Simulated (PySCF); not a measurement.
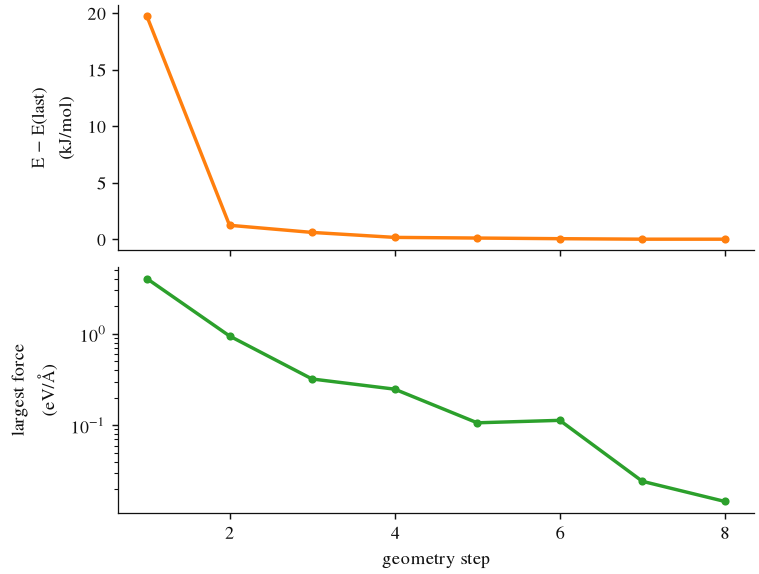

History of a geometry optimisation. The run: C7H9 (SMILES CC#C/C=C/[CH+]C) (charge +1), by PBE0-D3(BJ)/def2-SVP, geometry optimisation in PySCF 2.14.0, density fitting.

The optimisation met its thresholds at geometry 8, counting the start as the first. The energy fell by about 20 kJ/mol from the first step to the last. The largest force goes from about 4 eV/Å at the start to 0.015 eV/Å at the end.
